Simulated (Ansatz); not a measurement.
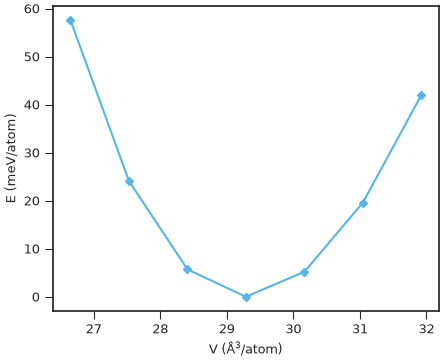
YTe (rock salt, space group No. 225) under volume change, r²SCAN (plane waves, PAW; program Ansatz), scaled uniformly.

Problem. What does a third-order Birch–Murnaghan fit give for V₀, B₀ and B′?

Solution. V₀ = 29.28 Å³/atom, B₀ = 65.9 GPa, B′ = 4.3.

Space group Fm-3m (rock salt). The workflow started from an entry of the Crystallography Open Database (COD). Its standing as an ambient phase is unchecked. The cell was relaxed with r²SCAN under the symmetry of its start; its stability against distortions is not shown here. No spin polarisation was allowed. Scalar-relativistic: spin–orbit coupling is off unless named, which matters more the heavier the elements.

Potentials: the later of the program's two PAW sets.
